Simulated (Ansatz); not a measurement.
**doublet BF4: levels of theory compared**

Wanted: a comparison of 6 runs (UHF/3-21G, UHF/aug-cc-pVDZ, U-r2SCAN/aug-cc-pVDZ, U-r2SCAN0/aug-cc-pVDZ, RPA@PBE0/aug-cc-pVDZ, UMP2/aug-cc-pVDZ) of doublet BF4. 

Program for the calculation: Ansatz 0.2.0.

**1. The structure to begin with**

BF4 has 5 atoms, charge 0, and is taken as a doublet. As SMILES of the parent species, `F[B-](F)(F)F`. Geometry: relaxed at PBE0-D4/def2-TZVPD. That shape belongs to the parent species and isn't relaxed for this state.

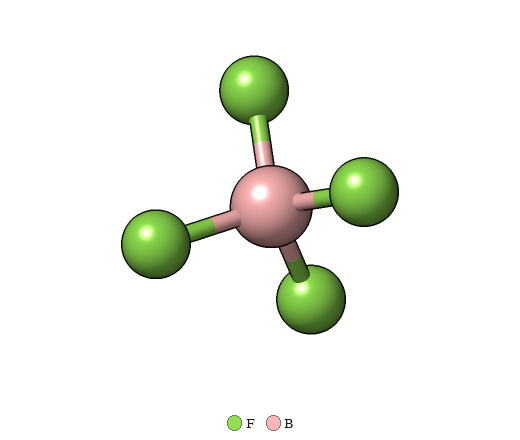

The structure, seen from a chosen angle (fluorine green, boron pink).

**2. A single-point energy at UHF/3-21G (run 1)**

File in.yaml:

```yaml
crystal:
  periodic: [false, false, false]
  atoms:
    - {symbol: F, position_ang: [-0.057100, -0.040200, 1.404000]}
    - {symbol: B, position_ang: [0.000000, 0.000000, 0.000100]}
    - {symbol: F, position_ang: [0.948900, -0.931000, -0.457200]}
    - {symbol: F, position_ang: [-1.262500, -0.319100, -0.529700]}
    - {symbol: F, position_ang: [0.370700, 1.290300, -0.417200]}
basis:
  gaussian:
    orbitals: 3-21G.json
magnetization:
  spin_polarized: true
  initial_magnetization: 1
hamiltonian:
  xc: hf
accuracy: high
output: {orbitals: {seedname: orbitals}}
```

The basis set 3-21G is read from a file made from the Basis Set Exchange's data (not shown).

Command:

```
$ ansatz run in.yaml --threads 1 --pin off --max-ram 3480MiB --events-out events.jsonl --progress --plain --runs-dir runs
```

Output (excerpt; [...] marks lines left out):

```text
Warning: RAYON_NUM_THREADS=1 ignored (pool sized by the plan → 1); use --threads N
Functional definition: HF
  name "HF"
[...]
939 factors; integrals over basis functions are off by at most 2.9e-9 eV
[...]
mean field -11435.19959778 eV, -420.2358341618 hartree, gradient 3.6e-8 eV, S^2 0.752819; 8 other end points of the search recorded, 0 dependent functions left out
reference -11435.19959778 eV, -420.2358341618 hartree; 21, 20 occupied and 24, 25 virtual orbitals, 939 factors
Total energy: -11435.19959778 eV, -420.2358341618 hartree
```

It took 5.7 s on 1 thread of AMD EPYC 9R45 (Zen 5), shared host; peak memory 0.16 GiB.

**3. The energy at UHF/aug-cc-pVDZ (run 2)**

File molecule.yaml:

```yaml
crystal:
  periodic: [false, false, false]
  atoms:
    - {symbol: F, position_ang: [-0.057100, -0.040200, 1.404000]}
    - {symbol: B, position_ang: [0.000000, 0.000000, 0.000100]}
    - {symbol: F, position_ang: [0.948900, -0.931000, -0.457200]}
    - {symbol: F, position_ang: [-1.262500, -0.319100, -0.529700]}
    - {symbol: F, position_ang: [0.370700, 1.290300, -0.417200]}
basis:
  gaussian: {orbitals: aug-cc-pVDZ}
total_charge: 0
magnetization: {spin_polarized: true, initial_magnetization: 1}
hamiltonian: {xc: hf}
accuracy: high
output: {orbitals: {seedname: orbitals}}
```

Command:

```
$ ansatz run molecule.yaml --threads 1 --pin off --max-ram 3480MiB --events-out events.jsonl --progress --plain --runs-dir runs
```

Output (excerpt; [...] marks lines left out):

```text
Warning: RAYON_NUM_THREADS=1 ignored (pool sized by the plan → 1); use --threads N
Functional definition: HF
  name "HF"
[...]
2347 factors; integrals over basis functions are off by at most 2.8e-9 eV
[...]
mean field -11497.06309426 eV, -422.5092757249 hartree, gradient 9.6e-8 eV, S^2 0.755611; 7 other end points of the search recorded, 0 dependent functions left out
reference -11497.06309426 eV, -422.5092757249 hartree; 21, 20 occupied and 94, 95 virtual orbitals, 2347 factors
Total energy: -11497.06309426 eV, -422.5092757249 hartree
```

It took 53 s on 1 thread of AMD EPYC 9R45 (Zen 5), shared host; peak memory 0.5 GiB.

**4. A single-point energy at U-r2SCAN/aug-cc-pVDZ (run 3)**

File job.yaml:

```yaml
crystal:
  periodic: [false, false, false]
  atoms:
    - {symbol: F, position_ang: [-0.057100, -0.040200, 1.404000]}
    - {symbol: B, position_ang: [0.000000, 0.000000, 0.000100]}
    - {symbol: F, position_ang: [0.948900, -0.931000, -0.457200]}
    - {symbol: F, position_ang: [-1.262500, -0.319100, -0.529700]}
    - {symbol: F, position_ang: [0.370700, 1.290300, -0.417200]}
basis:
  gaussian:
    orbitals: aug-cc-pVDZ
total_charge: 0
accuracy: high
output:
  orbitals: {seedname: orbitals}
hamiltonian:
  xc: {name: r2SCAN}
magnetization:
  spin_polarized: true
  initial_magnetization: 1
```

Command:

```
$ ansatz run job.yaml --threads 1 --pin off --max-ram 3480MiB --events-out events.jsonl --progress --plain --runs-dir runs
```

Output (excerpt; [...] marks lines left out):

```text
Warning: RAYON_NUM_THREADS=1 ignored (pool sized by the plan → 1); use --threads N
Functional definition: r2SCAN
  name "r2SCAN"
[...]
2347 factors; integrals over basis functions are off by at most 2.8e-9 eV
[...]
mean field -11541.84340710 eV, -424.1549218683 hartree, gradient 2.6e-8 eV, S^2 0.753138; 20 other end points of the search recorded, 0 dependent functions left out
reference -11541.84341161 eV, -424.1549220343 hartree; 21, 20 occupied and 94, 95 virtual orbitals, 2347 factors
Total energy: -11541.84341161 eV, -424.1549220343 hartree
```

It took 46 s on 1 thread of AMD EPYC 9R45 (Zen 5), shared host; peak memory 0.59 GiB.

Runs 4 to 5 aren't shown in full; the table further down has their settings and results.

**5. The energy at UMP2/aug-cc-pVDZ (run 6)**

File in.yaml:

```yaml
crystal:
  periodic: [false, false, false]
  atoms:
    - symbol: F
      position_ang: [-0.057100, -0.040200, 1.404000]
    - symbol: B
      position_ang: [0.000000, 0.000000, 0.000100]
    - symbol: F
      position_ang: [0.948900, -0.931000, -0.457200]
    - symbol: F
      position_ang: [-1.262500, -0.319100, -0.529700]
    - symbol: F
      position_ang: [0.370700, 1.290300, -0.417200]
basis:
  gaussian:
    orbitals: aug-cc-pVDZ
magnetization:
  spin_polarized: true
  initial_magnetization: 1
correlation:
  method: mp2
  frozen_orbitals: {B: 1, F: 1}
accuracy: high
```

Command:

```
$ ansatz run in.yaml --threads 1 --pin off --max-ram 3480MiB --events-out events.jsonl --progress --plain --runs-dir runs
```

Output (excerpt; [...] marks lines left out):

```text
Warning: RAYON_NUM_THREADS=1 ignored (pool sized by the plan → 1); use --threads N
Functional definition: HF
  name "HF"
[...]
2347 factors; integrals over basis functions are off by at most 2.8e-9 eV
[...]
mean field -11497.06309510 eV, -422.5092757556 hartree, gradient 3.8e-8 eV, S^2 0.755611; 16 other end points of the search recorded, 0 dependent functions left out
5 core orbitals not correlated: weight in the atoms' cores, before any rotation towards them, 1.000 or more for the frozen orbitals, at most 0.000 for the correlated occupied ones
reference -11497.06309510 eV, -422.5092757556 hartree; 16, 15 occupied and 94, 95 virtual orbitals, 2347 factors
second order -23.31238096 eV of doubles, -0.00000000 eV of singles
Total energy: -11520.37547605 eV, -423.3659899540 hartree
```

It took 62 s on 1 thread of AMD EPYC 9R45 (Zen 5), shared host; peak memory 0.51 GiB.

**6. All runs side by side**

| run | level | frozen core orbitals | energy (Eh) | HOMO energy (eV) | LUMO energy (eV) | ⟨S²⟩ | wall time |
| --- | --- | --- | --- | --- | --- | --- | --- |
| 1 | UHF/3-21G | – | -420.235834 | -16.07 | -4.53 | 0.753 | 5.7 s |
| 2 | UHF/aug-cc-pVDZ | – | -422.509276 | -16.70 | -4.55 | 0.756 | 53 s |
| 3 | U-r2SCAN/aug-cc-pVDZ | – | -424.154922 | -10.79 | -10.53 | 0.753 | 46 s |
| 4 | U-r2SCAN0/aug-cc-pVDZ | – | -424.074239 | -12.42 | -10.19 | 0.758 | 49 s |
| 5 | RPA@PBE0/aug-cc-pVDZ | 5 | -423.700234 | – | – | 0.756 | 31 s |
| 6 | UMP2/aug-cc-pVDZ | 5 | -423.365990 | – | – | 0.756 | 62 s |

**7. Results**

| quantity | value |
| --- | --- |
| run 6: total energy | -423.36599 Eh |
| run 6: correlation energy (5 core orbitals frozen) | -856.7 mEh |
| run 6: ⟨S²⟩ of the reference determinant | 0.756 |

What this shows: Totals of different functionals can't be ranked against each other. All runs together took 4.1 min, the longest 62 s.
